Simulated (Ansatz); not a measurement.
GePH₄OF₃: several calculations on one system

## 1. Relaxation

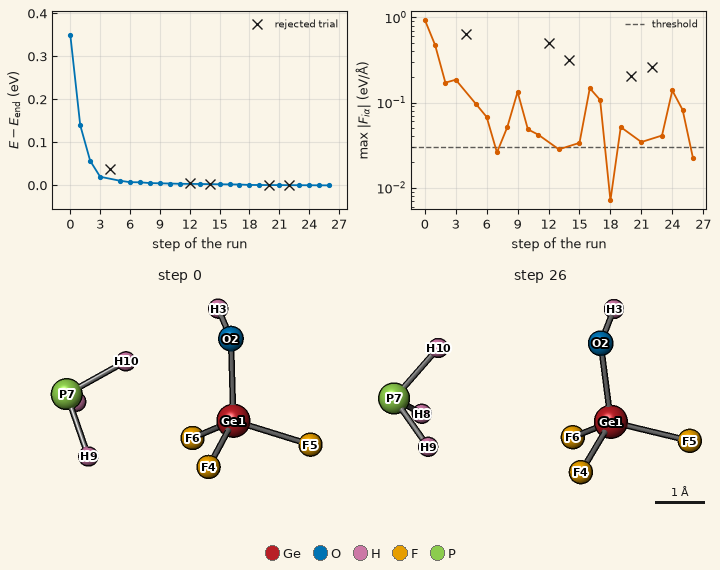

First and last geometry of a relaxation of GePH4OF3, with the history of the run. A ball-and-stick model, seen face on.

The run prepares an end point of a later path (reaction) calculation, from a guessed geometry.

These are results of RHF/def2-SVP in Ansatz 0.2.0, not measurements.

Input
```yaml
crystal:
  periodic: [false, false, false]
  atoms:
    - { symbol: Ge, position_ang: [-0.070546, 0.148933, 0.105613] }
    - { symbol: O, position_ang: [-0.214389, 0.304622, 1.832067] }
    - { symbol: H, position_ang: [-0.82819, -0.254763, 2.286149] }
    - { symbol: F, position_ang: [1.524374, 0.345966, -0.391861] }
    - { symbol: F, position_ang: [-0.927721, 1.375474, -0.676466] }
    - { symbol: F, position_ang: [-0.744768, -1.285785, -0.478327] }
    - { symbol: P, position_ang: [1.687111, -2.652683, 1.225855] }
    - { symbol: H, position_ang: [0.492767, -3.169837, 0.688976] }
    - { symbol: H, position_ang: [2.152359, -2.0905, 0.027075] }
    - { symbol: H, position_ang: [1.110604, -1.475627, 1.754519] }
basis:
  gaussian: { orbitals: def2-SVP }
hamiltonian:
  xc: hf
relax:
  f_tol: 0.03
  max_steps: 50
output:
  orbitals: {}
```

Run as
```bash
ansatz run input.yaml --threads 2 --pin off --max-ram 3072MiB --backend cpu --events-out ev --progress --plain --runs-dir out
```

### Read the history and describe the run.

It converged. The atom that moves furthest after the best rigid fit is H10 (1.02 Å). Largest moves by element: H 1.02 Å, P 0.68 Å, F 0.45 Å, Ge 0.38 Å, O 0.22 Å. Near-neighbour distances that change, for instance: Ge1–P7 3.492 → 4.511 Å, Ge1–O2 1.739 → 1.708 Å, P7–H9 1.403 → 1.412 Å. Among the angles between lasting bonds that change: F4–Ge1–F6 112.1° → 108.5°, F4–Ge1–F5 105.0° → 108.2°. Groups turn about Ge1–O2 by about 40°. Over 21 accepted moves (26 points after the start) the energy falls by 0.351 eV. Largest force component: 0.94 eV/Å at the start, 0.022 eV/Å at the end. The line search rejected the trial steps at points 4, 12, 14, 20, 22 of the run. The forces were under the threshold at step 7, but the run went on from there.

Limits of the set-up: the start holds two separate molecules, 2.2 Å apart at their closest, whose relative position is a soft coordinate and is computed without a dispersion correction; Hartree-Fock leaves out electron correlation.

## 2. Relaxation

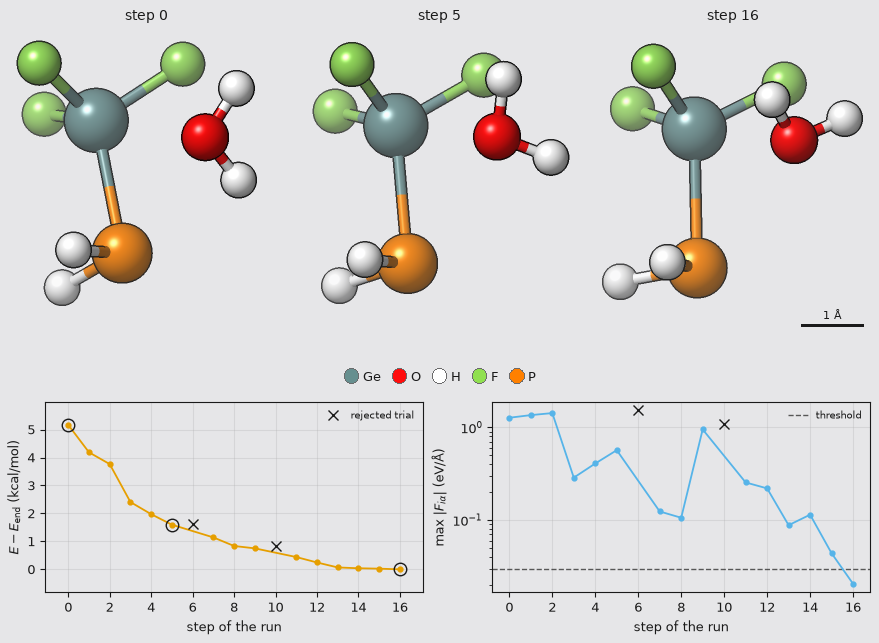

Frames of a relaxation of GePH₄OF₃, marked on the history of the run. The picture is a ball-and-stick view, seen from a free direction.

The run prepares an end point of a later path (reaction) calculation, from a guessed geometry.

Method: Ansatz, RHF/def2-SVP.

Input file:
```yaml
crystal:
  periodic: [false, false, false]
  atoms:
    - { symbol: Ge, position_ang: [0.412054, -0.431383, -0.400619] }
    - { symbol: O, position_ang: [-0.618009, -0.808412, 2.355297] }
    - { symbol: H, position_ang: [-1.085356, 0.005725, 2.4812] }
    - { symbol: F, position_ang: [1.152323, -0.08176, -1.897161] }
    - { symbol: F, position_ang: [0.148192, 1.115057, 0.269749] }
    - { symbol: F, position_ang: [-1.12579, -1.013546, -0.824134] }
    - { symbol: P, position_ang: [1.719714, -1.775165, 0.891694] }
    - { symbol: H, position_ang: [0.804912, -2.845179, 0.887092] }
    - { symbol: H, position_ang: [2.528433, -2.235863, -0.167176] }
    - { symbol: H, position_ang: [0.245127, -0.683674, 2.777657] }
basis:
  gaussian: { orbitals: def2-SVP }
hamiltonian:
  xc: hf
relax:
  f_tol: 0.03
  max_steps: 50
```

Command:
```bash
ansatz run input.yaml --threads 2 --pin off --max-ram 3072MiB --backend cpu --events-out ev --progress --plain --runs-dir out
```

### What happens along the run?

Over 14 accepted moves (16 points after the start) the energy falls by 5.17 kcal/mol. Largest force component: 1.3 eV/Å at the start, 0.021 eV/Å at the end. The line search rejected the trial steps at points 6, 10 of the run. The largest move after the best rigid fit is that of H10, 1.07 Å. By element the largest moves are H 1.07 Å, F 0.49 Å, P 0.36 Å, O 0.26 Å, Ge 0.24 Å. Some distances before and after: Ge1–O2 2.966 → 2.649 Å, O2–H10 0.969 → 0.948 Å, Ge1–P7 2.277 → 2.290 Å, Ge1–F6 1.698 → 1.709 Å. Among the angles between lasting bonds that change: F5–Ge1–P7 113.6° → 116.8°, F4–Ge1–P7 111.7° → 109.0°, F4–Ge1–F6 104.2° → 102.0°. From step 0 to 5: H10 moves most (0.50 Å), energy −3.57 kcal/mol. From step 5 to 16: H10 moves most (0.66 Å), energy −1.60 kcal/mol.

Limits of the set-up: the start holds two separate molecules, 2.6 Å apart at their closest, whose relative position is a soft coordinate and is computed without a dispersion correction; Hartree-Fock leaves out electron correlation.

## 3. Path

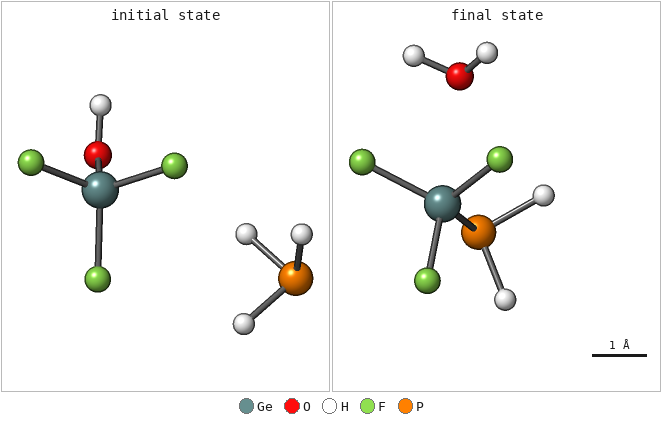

The two relaxed end points of a path for GePH₄OF₃, made up at the start of GeHOF₃ and PH₃. Style: ball-and-stick. Shown from a free direction.

Computed with Ansatz 0.2.0, RHF/def2-SVP.

Set-up: 5 movable images; climbing image; force threshold 0.03 eV/Å; iteration limit 60.

Start:
```xyz
10

Ge   -0.3303    0.4020   -0.0029
O    -0.2923    0.4760    1.7027
H    -1.1044    0.4308    2.1875
F     1.2425    0.4457   -0.5962
F    -1.1850    1.6891   -0.6826
F    -1.0763   -1.0046   -0.5657
P     2.0191   -3.2416    1.2446
H     0.8047   -3.3705    0.5340
H     2.5788   -2.2795    0.3752
H     1.5248   -2.3016    2.1770
```

End:
```xyz
10

Ge    0.5375   -0.3947   -0.1734
O    -0.3930   -0.6920    2.2885
H    -1.3227   -0.7879    2.1301
F     0.9936   -0.0430   -1.7850
F     0.6076    1.1560    0.5396
F    -1.1225   -0.7651   -0.3455
P     1.9528   -1.9840    0.6727
H     0.9249   -2.9002    0.9619
H     2.2843   -2.5070   -0.5956
H    -0.2809    0.1637    2.6803
```

What barrier does the band find between them, and by what path?

Answer. Forward barrier 258.7 kJ/mol, backward barrier 273.7 kJ/mol, with image 2 at the top; the reaction energy is −15.0 kJ/mol. Breaking: Ge1–O2 (1.71 → 1.83 at the top → 2.65 Å), P7–H10 (1.41 → 1.70 at the top → 3.69 Å). Forming: Ge1–P7 (4.51 → 2.75 at the top → 2.29 Å), O2–H10 (3.35 → 1.21 at the top → 0.95 Å). The band converged in 31 iterations, with a climbing image at the top.

Energies of the converged images:

| image | path (Å) | E (kJ/mol) |
| --- | --- | --- |
| 0 | 0.00 | 0.0 |
| 1 | 1.29 | 12.9 |
| 2 | 2.59 | 258.7 |
| 3 | 3.79 | 67.5 |
| 4 | 5.00 | 8.8 |
| 5 | 6.20 | -6.9 |
| 6 | 7.40 | -15.0 |

The geometry at the top of the path:

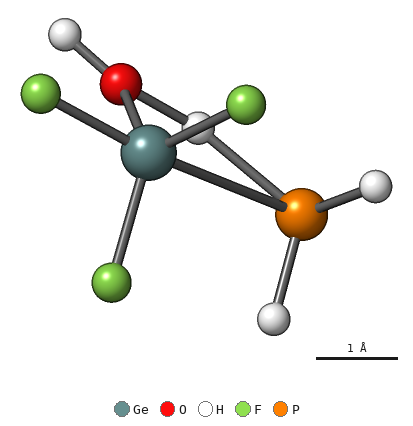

Limits of the set-up: the start holds two separate molecules, 3.2 Å apart at their closest, whose relative position is a soft coordinate and is computed without a dispersion correction; Hartree-Fock leaves out electron correlation.
